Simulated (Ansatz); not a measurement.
Level of theory: PBE with D3(BJ) dispersion (plane waves to 420 eV, PAW; Ansatz, a program for electronic structure).

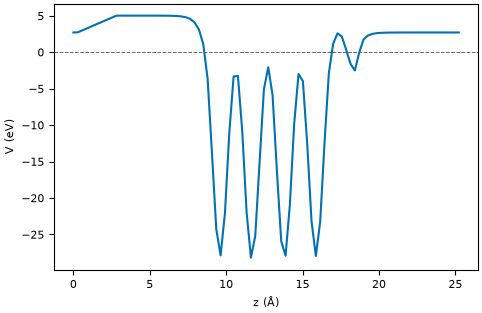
*Electrostatic potential energy of an electron, averaged over planes parallel to the surface, in eV from the Fermi level, for NH3 on the 1x1 (0001) surface of hcp Ru, one in a 2x2 cell, started at the site 'top Ru'*

Slab: 20 atoms, 6.3 Å thick at the start under the adsorbate (thin: gaps and levels are the slab's own); k 6x6x1, smearing 0.1 eV, dipole-corrected; 8 atoms held, the rest relaxed; symmetry of the start imposed; no spin, no spin-orbit, no U. At the end it is bonded to Ru. In D3-corrected PBE it is, or lies within 0.03 eV of, the lowest of the starts that converged.

Task: The surface cell has an area of 25.66 Å². What dipole along the normal does the step between the two vacuum levels imply?

Result: the top vacuum level lies 2.31 eV below the bottom one; p = −ε₀ A ΔV (ε₀ = 0.005526 e/(V·Å)) gives 0.33 e·Å a cell.
